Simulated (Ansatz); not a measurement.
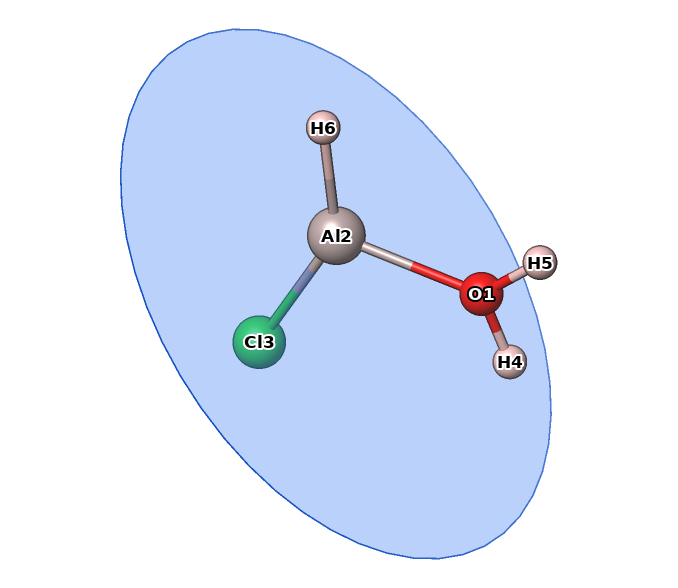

A disc through the centre of mass is drawn in. Depth is shown by fading: the farther an atom, the more it takes the colour of the background. Charge +1, singlet. Computed geometry: PBE-D4/def2-SVP optimisation. No frequency run is at hand to confirm it as a minimum.

**Is the plane of the disc a mirror plane of the structure?**

No. The point group is Cs, with 1 mirror plane, and this plane isn't one of its mirror planes.
